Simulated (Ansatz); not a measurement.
**InH₅O₄: a few dozen steps of dynamics**

What does InH₅O₄ do in its first 15 fs at constant energy, with the temperature set to 1000 K?

Program: Ansatz 0.2.0, Gaussian basis. Level of theory: PBE/def2-SVP. These are calculated values, not measurements.

1 further run of the same task is left out (for a known fault of the program).

### Step 1. The relaxed structure

The structure was relaxed beforehand with PBE0-D4 in a triple-zeta def2 set. In takes the def2 core potential; no spin-orbit term is included.

SMILES `[OH][In-]([OH])([OH])[OH2+]`, 10 atoms, charge 0, spin multiplicity 1.

Atoms are counted from 1 here; the program's logs count them from 0.

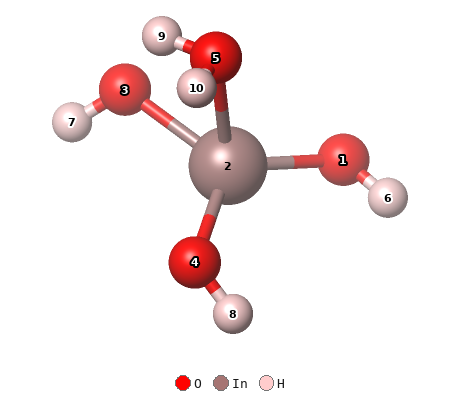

The geometry (oxygen red, indium brown, hydrogen pink); atoms are numbered from 1 in the order of the file.

### Step 2. The run

in.yaml

```yaml
crystal:
  periodic: [false, false, false]
  atoms:
    - {symbol: O, position_ang: [-1.783668, 0.529926, 1.506699]}
    - {symbol: In, position_ang: [-0.279270, -0.206444, 0.453865]}
    - {symbol: O, position_ang: [1.597705, -0.034286, 1.146109]}
    - {symbol: O, position_ang: [-0.489218, -1.501840, -1.054240]}
    - {symbol: O, position_ang: [0.683463, 1.365907, -0.947989]}
    - {symbol: H, position_ang: [-2.628268, 0.408511, 1.067174]}
    - {symbol: H, position_ang: [2.059106, -0.865944, 1.266210]}
    - {symbol: H, position_ang: [-1.356541, -1.907200, -1.110627]}
    - {symbol: H, position_ang: [1.536238, 1.199830, -0.503508]}
    - {symbol: H, position_ang: [0.743552, 0.960541, -1.820795]}
basis:
  gaussian: {orbitals: def2-SVP}
hamiltonian: {xc: {name: PBE}}
md: {timestep: 0.5 fs, n_steps: 30, ensemble: nve, temperature: 1000, initial_velocities: maxwell_boltzmann, seed: 785}
```

The run is started by

```
ansatz run in.yaml --threads 4 --pin off --events-out ev --progress --plain --max-ram 10444MiB
```

Output, cut to the lines that bear on the results:

```text
Functional definition: PBE
  name "PBE"
  cite "Perdew, Burke & Ernzerhof, Phys. Rev. Lett. 77, 3865 (1996) doi:10.1103/PhysRevLett.77.3865"
  parent pbe
[...]
1178 factors; their error is unknown
[...]
mean field -13429.52471559 eV, -493.5259304390 hartree, gradient 2.0e-5 eV, S^2 0.000000; 0 other end points of the search recorded, 0 dependent functions left out
[...]
reference -13429.52477061 eV, -493.5259324610 hartree; 29, 29 occupied and 78, 78 virtual orbitals, 1178 factors
md step     0: t =     0.00 fs  T =  1000.0 K  F+E_penalty+E_count = -13429.52471559 eV  E_kin = 1.034080 eV  conserved = -13428.49063559 eV  (27 SCF iters)
[...]
md step     7: t =     3.50 fs  T =   812.1 K  F+E_penalty+E_count = -13429.32391350 eV  E_kin = 0.839822 eV  conserved = -13428.48409144 eV  (30 SCF iters)
[...]
md step    14: t =     7.00 fs  T =   690.8 K  F+E_penalty+E_count = -13429.19595345 eV  E_kin = 0.714340 eV  conserved = -13428.48161317 eV  (30 SCF iters)
[...]
md step    21: t =    10.50 fs  T =   583.9 K  F+E_penalty+E_count = -13429.08738650 eV  E_kin = 0.603797 eV  conserved = -13428.48358907 eV  (33 SCF iters)
[...]
md step    28: t =    14.00 fs  T =   498.1 K  F+E_penalty+E_count = -13429.00089109 eV  E_kin = 0.515032 eV  conserved = -13428.48585916 eV  (32 SCF iters)
[...]
md step    29: t =    14.50 fs  T =   492.4 K  F+E_penalty+E_count = -13428.99593449 eV  E_kin = 0.509197 eV  conserved = -13428.48673782 eV  (30 SCF iters)
[...]
md step    30: t =    15.00 fs  T =   457.2 K  F+E_penalty+E_count = -13428.95948344 eV  E_kin = 0.472787 eV  conserved = -13428.48669665 eV  (29 SCF iters)
Total energy: -13428.95953859 eV, -493.5051605675 hartree
Atom 0 at    -1.899699     0.543683     1.660466 Å, force     0.752353    -0.483392    -0.913691 eV/Å
Atom 1 at    -0.291569    -0.191434     0.449863 Å, force    -0.745615    -0.290172    -0.088723 eV/Å
Atom 2 at     1.737436     0.037353     1.179448 Å, force    -1.536897     0.436454    -0.765369 eV/Å
Atom 3 at    -0.479988    -1.635514    -1.230658 Å, force     0.932093     1.676847     1.427505 eV/Å
Atom 4 at     0.756144     1.328829    -0.936303 Å, force     0.881728    -1.529796    -2.434666 eV/Å
Atom 5 at    -2.762599     0.508467     1.177347 Å, force     0.574474    -0.073504     0.044019 eV/Å
Atom 6 at     1.898627    -0.903864     1.294439 Å, force     0.662288    -0.856334     0.213612 eV/Å
Atom 7 at    -1.356981    -1.949303    -0.995543 Å, force    -0.913452    -0.577062    -0.008108 eV/Å
Atom 8 at     1.562961     0.816162    -0.551803 Å, force    -0.465195     0.833299     0.048380 eV/Å
Atom 9 at     0.736729     0.969270    -1.925262 Å, force    -0.141777     0.863661     2.477041 eV/Å
Dipole moment:    -0.158463    -0.220806    -0.485069 e Å
```

Wall time 52 s (4 threads of Arm Neoverse N1, shared host).

### Step 3. The trajectory

Every 2 steps, with energies from the start:

| time (fs) | T (K) | potential (meV) | conserved (meV) | In2–O4 (Å) |
| --- | --- | --- | --- | --- |
| 0.0 | 1000 | 0.0 | 0.00 | 1.999 |
| 1.0 | 945 | 60.9 | 3.96 | 2.016 |
| 2.0 | 788 | 228.1 | 8.66 | 2.033 |
| 3.0 | 772 | 243.1 | 7.55 | 2.051 |
| 4.0 | 863 | 147.4 | 5.62 | 2.069 |
| 5.0 | 933 | 73.1 | 3.38 | 2.088 |
| 6.0 | 860 | 148.5 | 3.46 | 2.106 |
| 7.0 | 691 | 328.8 | 9.02 | 2.123 |
| 8.0 | 690 | 327.9 | 7.54 | 2.140 |
| 9.0 | 784 | 224.8 | 1.38 | 2.155 |
| 10.0 | 683 | 332.3 | 4.35 | 2.169 |
| 11.0 | 501 | 524.3 | 8.33 | 2.182 |
| 12.0 | 438 | 588.2 | 7.30 | 2.194 |
| 13.0 | 463 | 561.7 | 6.31 | 2.205 |
| 14.0 | 498 | 523.8 | 4.78 | 2.215 |
| 15.0 | 457 | 565.2 | 3.94 | 2.224 |

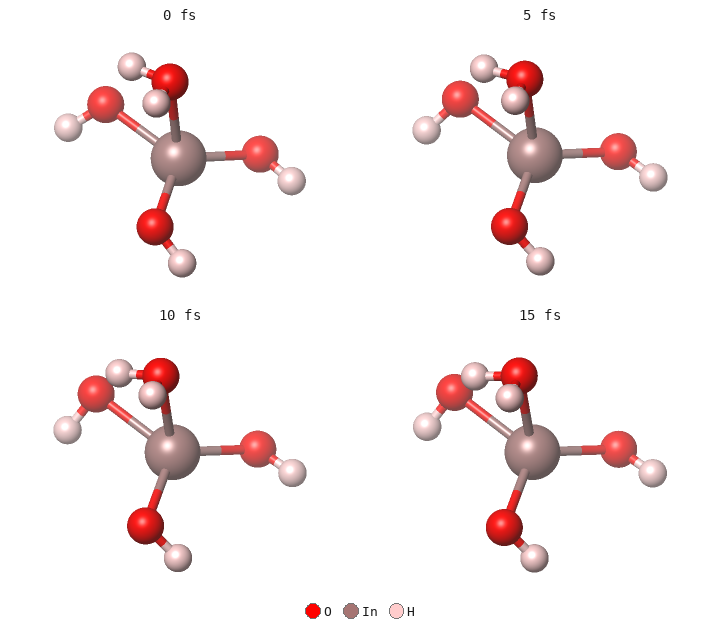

Four frames; sticks are those of the first frame.

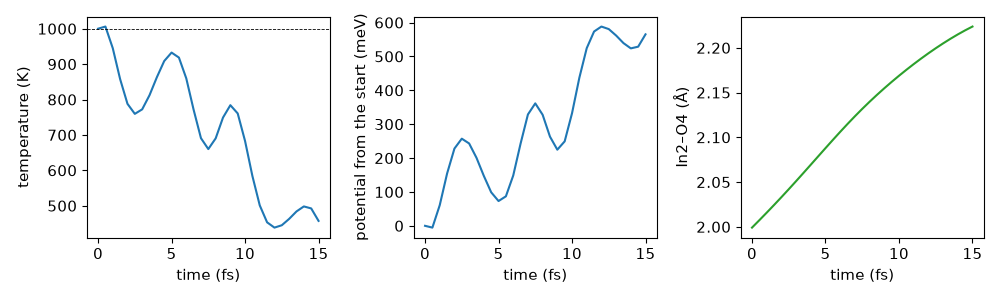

Temperature (the set value dashed), potential energy and the bond that swings most.

Positions (Å) and forces (eV/Å) at 15.0 fs:

```xyz
10

O    -1.900    0.544    1.660    0.752   -0.483   -0.914
In   -0.292   -0.191    0.450   -0.746   -0.290   -0.089
O     1.737    0.037    1.179   -1.537    0.436   -0.765
O    -0.480   -1.636   -1.231    0.932    1.677    1.428
O     0.756    1.329   -0.936    0.882   -1.530   -2.435
H    -2.763    0.508    1.177    0.574   -0.074    0.044
H     1.899   -0.904    1.294    0.662   -0.856    0.214
H    -1.357   -1.949   -0.996   -0.913   -0.577   -0.008
H     1.563    0.816   -0.552   -0.465    0.833    0.048
H     0.737    0.969   -1.925   -0.142    0.864    2.477
```

### Step 4. Summary of results

| quantity | value |
| --- | --- |
| length | 30 steps of 0.5 fs |
| temperature, first and last frame | 1000, 457 K |
| temperature, second half | mean 571 K, from 438 to 784 K |
| swing of the potential | 594 meV |
| largest change of the conserved energy | 9.91 meV |
| range of In2–O4 | 1.999 to 2.224 Å |

From 1000 K at the start the temperature swings between 438 and 1006 K: with 10 atoms it has no steady value yet; starting near a minimum, about half of the kinetic energy flows into the potential. The conserved energy moves by 9.91 meV, 1.7 % of the potential's swing, so the step is short enough for this stretch. In2–O4 swings most, by 0.22 Å; no bond breaks. A run of 15 fs gives no averages.
